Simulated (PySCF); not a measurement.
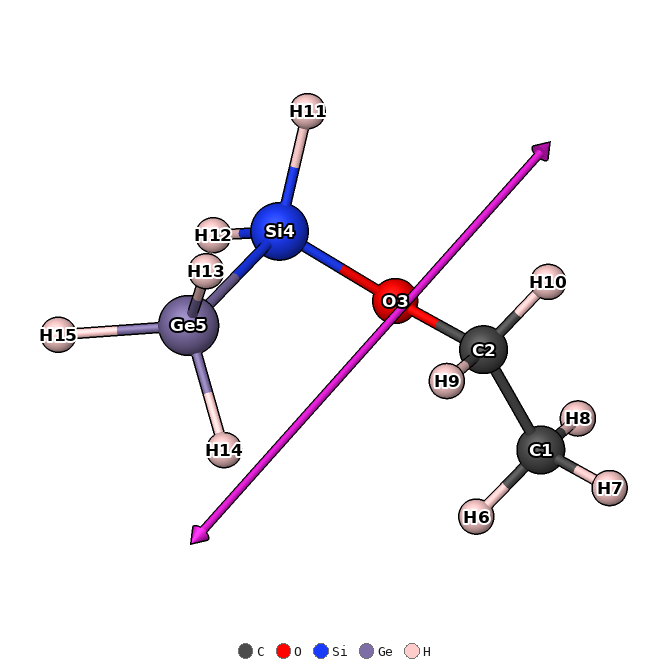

The double arrow shows the direction of the transition dipole to excited singlet state 3 (its length means nothing). The geometry was computed by an optimisation with GFN2-xTB. No frequency run is at hand to confirm it as a minimum. Properties computed with TDDFT B3LYP/def2-SVPD, vertical, gas phase, core orbitals frozen in the response (PySCF 2.14.0).

### Where does the transition lie, and how strong is it?

6.92 eV (179 nm), oscillator strength 0.050, mainly HOMO → LUMO+1 (weight 0.58); transition dipole 1.39 D.

The geometry is semi-empirical. Around Ge, Si such bond lengths and angles can be off by a tenth of an ångström or more and by several degrees, and values that hang on the shape move with them.
